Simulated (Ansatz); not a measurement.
# CAM-B3LYP/def2-SVP run of Si2H4OF2 (SMILES O[SiH](F)[SiH2]F)

Aim: the energy change on altering one bond length of Si2H4OF2 at CAM-B3LYP/def2-SVP, from 2 runs. 

The results are computed with Ansatz 0.2.0.

69 further runs of the same task are left out: 69 set aside as unsound or not needed.

**1. The molecule**

The species is Si2H4OF2 (9 atoms), meant as a singlet with charge 0. SMILES: `O[SiH](F)[SiH2]F`. The shape is that of a PBE0-D4/def2-TZVP optimisation. This is one conformer, not always the lowest.

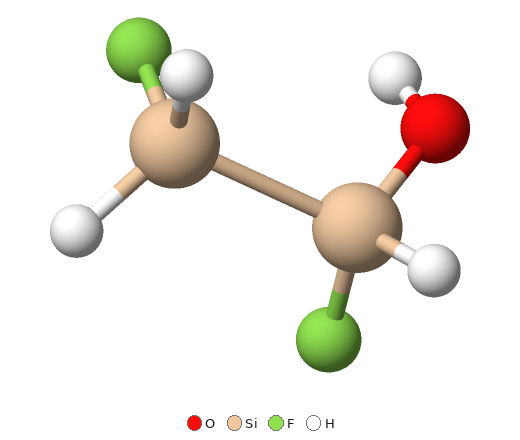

Viewed from a chosen angle; oxygen red, silicon light orange, fluorine green, hydrogen white.

**2. A single-point energy at CAM-B3LYP/def2-SVP**

molecule.yaml

```yaml
basis:
  gaussian:
    orbitals: def2-SVP
crystal:
  periodic: [false, false, false]
  atoms:
    - {symbol: O, position_ang: [0.844300, 1.766700, -0.485000]}
    - {symbol: Si, position_ang: [0.969400, 0.137800, -0.453100]}
    - {symbol: F, position_ang: [0.986700, -0.459700, -1.938500]}
    - {symbol: Si, position_ang: [-0.894000, -0.772400, 0.668300]}
    - {symbol: F, position_ang: [-2.133900, 0.202600, 0.333800]}
    - {symbol: H, position_ang: [-0.014200, 2.154900, -0.665100]}
    - {symbol: H, position_ang: [2.284600, -0.163900, 0.153800]}
    - {symbol: H, position_ang: [-1.253000, -2.143900, 0.226600]}
    - {symbol: H, position_ang: [-0.701500, -0.768300, 2.142300]}
hamiltonian:
  xc: {name: CAM-B3LYP}
accuracy: high
output: {orbitals: {seedname: orbitals}}
```

Started as:

```bash
$ ansatz run molecule.yaml --threads 1 --pin off --max-ram 3480MiB --events-out events.jsonl --progress --plain --runs-dir runs
```

Standard output:

```text
Warning: RAYON_NUM_THREADS=1 ignored (pool sized by the plan → 1); use --threads N
Functional definition: CAM-B3LYP
  name "CAM-B3LYP"
  parameter alpha = 0.19
  parameter beta = 0.46
  parameter omega = 0.33/bohr
  parameter ac = 0.81
  exchange = (1 - alpha - beta)*b88_x + beta*b88_x_sr(omega) + alpha*exact_x + beta*exact_x_lr(omega)
  correlation = (1 - ac)*vwn5_c + ac*lyp_c
2049 factors; integrals over basis functions are off by at most 5.5e-9 eV
449 factors; integrals over basis functions are off by at most 2.4e-9 eV
mean field evaluation 1: about -23286.7240 eV, gradient 5.9e1 eV
mean field evaluation 2: about -23282.4011 eV, gradient 7.9e1 eV
mean field evaluation 4: about -23292.4037 eV, gradient 2.3e0 eV
mean field evaluation 8: about -23292.5670 eV, gradient 1.3e-1 eV
mean field evaluation 16: about -23292.5670 eV, gradient 2.6e-5 eV
mean field -23292.56704620 eV, -855.9860506787 hartree, gradient 6.0e-8 eV, S^2 0.000000; 0 other end points of the search recorded, 0 dependent functions left out
reference -23292.56706604 eV, -855.9860514079 hartree; 29, 29 occupied and 69, 69 virtual orbitals, 2049 factors
Total energy: -23292.56706604 eV, -855.9860514079 hartree
```

Run time: 11 s. Hardware: 1 thread of Arm Neoverse V1, shared host; peak memory 0.4 GiB.

**3. The distorted shape, same level**

run.yaml

```yaml
crystal:
  periodic: [false, false, false]
  atoms:
    - symbol: O
      position_ang: [0.647016, 1.811956, -0.576037]
    - symbol: Si
      position_ang: [0.772116, 0.183056, -0.544137]
    - symbol: F
      position_ang: [0.789416, -0.414444, -2.029537]
    - symbol: Si
      position_ang: [-1.091284, -0.727144, 0.577263]
    - symbol: F
      position_ang: [-2.331184, 0.247856, 0.242763]
    - symbol: H
      position_ang: [-0.211484, 2.200156, -0.756137]
    - symbol: H
      position_ang: [2.284600, -0.163900, 0.153800]
    - symbol: H
      position_ang: [-1.450284, -2.098644, 0.135563]
    - symbol: H
      position_ang: [-0.898784, -0.723044, 2.051263]
basis:
  gaussian: {orbitals: def2-SVP}
hamiltonian: {xc: {name: CAM-B3LYP}}
accuracy: high
output: {orbitals: {seedname: orbitals}}
```

Started as:

```bash
$ ansatz run run.yaml --threads 1 --pin off --max-ram 3480MiB --events-out events.jsonl --progress --plain --runs-dir runs
```

Standard output:

```text
Warning: RAYON_NUM_THREADS=1 ignored (pool sized by the plan → 1); use --threads N
[... 8 set-up lines as earlier in the session ...]
2042 factors; integrals over basis functions are off by at most 7.4e-9 eV
451 factors; integrals over basis functions are off by at most 2.3e-9 eV
mean field evaluation 1: about -23286.3204 eV, gradient 5.9e1 eV
mean field evaluation 2: about -23281.8763 eV, gradient 8.0e1 eV
mean field evaluation 4: about -23292.0657 eV, gradient 2.2e0 eV
mean field evaluation 8: about -23292.2259 eV, gradient 1.4e-1 eV
mean field evaluation 16: about -23292.2259 eV, gradient 3.4e-5 eV
mean field -23292.22590288 eV, -855.9735138929 hartree, gradient 5.9e-8 eV, S^2 0.000000; 0 other end points of the search recorded, 0 dependent functions left out
reference -23292.22592289 eV, -855.9735146285 hartree; 29, 29 occupied and 69, 69 virtual orbitals, 2042 factors
Total energy: -23292.22592289 eV, -855.9735146285 hartree
```

Run time: 11 s. Hardware: 1 thread of Arm Neoverse V1, shared host; peak memory 0.4 GiB.

**4. Results**

At CAM-B3LYP/def2-SVP:

| quantity | value |
| --- | --- |
| first shape: total energy | -855.98605 Eh |
| first shape: HOMO energy | -9.44 eV |
| first shape: LUMO energy | 0.40 eV |
| first shape: HOMO–LUMO gap | 9.83 eV |
| distorted shape: total energy | -855.97351 Eh |
| distorted shape: HOMO energy | -9.39 eV |
| distorted shape: LUMO energy | 0.32 eV |
| distorted shape: HOMO–LUMO gap | 9.71 eV |
| energy change with the Si2–H7 bond stretched from 1.480 to 1.702 Å | 0.341 eV |

What this shows: With the Si2–H7 bond stretched from 1.480 to 1.702 Å the energy rises by 0.34 eV (32.9 kJ/mol). The first shape isn't relaxed at this level, so the change isn't measured from a minimum.
